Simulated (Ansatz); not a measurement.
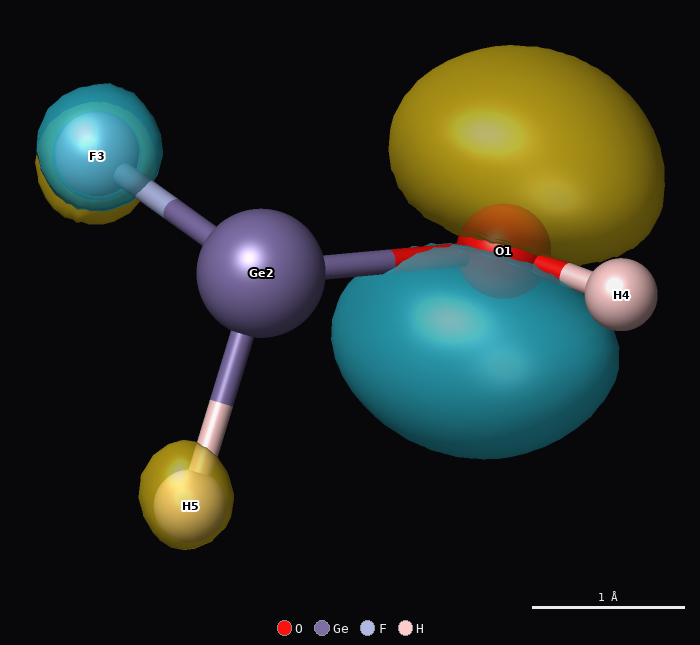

The picture shows: FGeH2O (SMILES [OH][GeH][F]) (doublet). The HOMO−1 (α) at ±0.15 Å⁻³ᐟ² (yellow and cyan are the two phases), seen at a tilt.

Computed with UKS BLYP-D4/def2-SVPD (Ansatz 0.2.0).

The calculation's input:

```
crystal:
  periodic: [false, false, false]
  atoms:
    - { symbol: O, position_ang: [1.247, -0.2005, -0.3574] }
    - { symbol: Ge, position_ang: [-0.3716, 0.3038, 0.3596] }
    - { symbol: F, position_ang: [-1.1134, 1.6188, -0.5796] }
    - { symbol: H, position_ang: [1.6096, -0.8749, 0.2051] }
    - { symbol: H, position_ang: [-1.3217, -0.9208, 0.331] }
magnetization:
  spin_polarized: true
  initial_magnetization: 1
basis:
  gaussian: { orbitals: def2-SVPD }
hamiltonian:
  xc: blyp
  dispersion: d4
relax:
  f_tol: 0.015
  max_steps: 40
output:
  orbitals: {}
```

Launched as:

```sh
ansatz run input.yaml --threads 2 --pin off --max-ram 3072MiB --backend cpu --events-out ev --progress --plain --runs-dir out
```

The fields are those of the run's last geometry, not of the input's.

**Describe this orbital and give its energy.**

Its weight (Hirshfeld) is mainly on O1 (about 75 %) and Ge2 (about 15 %); largely a lone pair of O1. Its energy is −8.01 eV.
